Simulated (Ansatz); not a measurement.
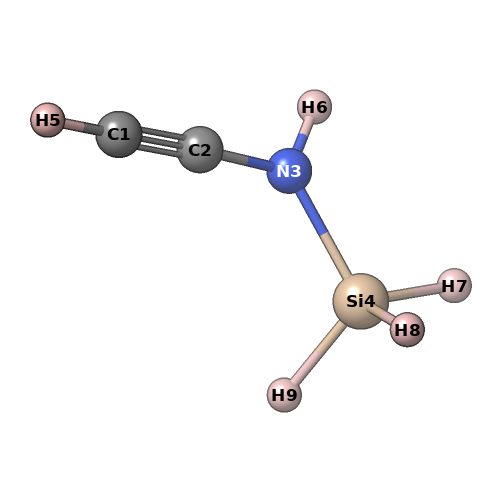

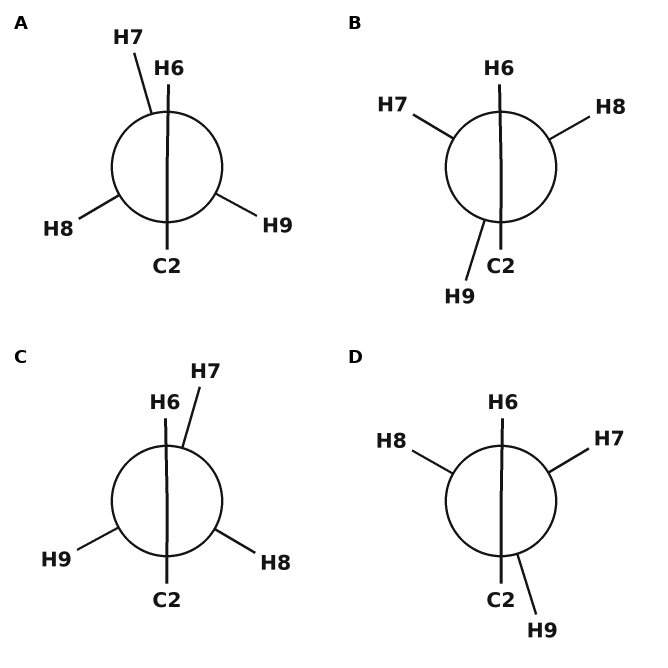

Atoms fade into the background with distance from the viewer. Bonds that would overlap in a projection are set slightly apart. The geometry was computed by an optimisation with PBE-D4/def2-SVP. No frequency run is at hand to confirm it as a minimum.

**Which Newman projection shows the view along N3–Si4, with N3 in front?**

C. The torsion angle C2–N3–Si4–H7 is −179°, antiperiplanar (anti).
